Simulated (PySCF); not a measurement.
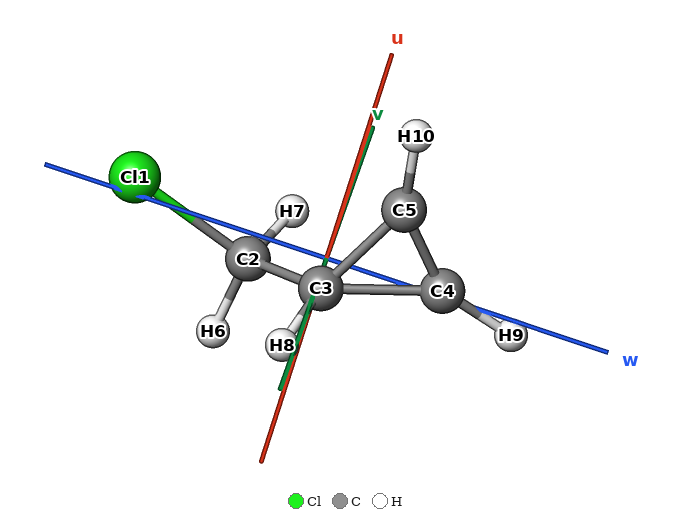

The lines u, v and w are the principal axes of the static dipole polarisability. The geometry was computed by an optimisation with PBE0-D3(BJ)/def2-SVP. No frequency run is at hand to confirm it as a minimum. Level of theory: B3LYP/def2-SVPD (PySCF 2.14.0).

> Along which axis is the molecule most polarisable, and along which least?

Most along w (close to the long direction Cl1···C4), least along v.

> Give the three principal values.

u 57.9, v 48.8, w 74.3 bohr³; mean 60.3, anisotropy 22.4 bohr³.
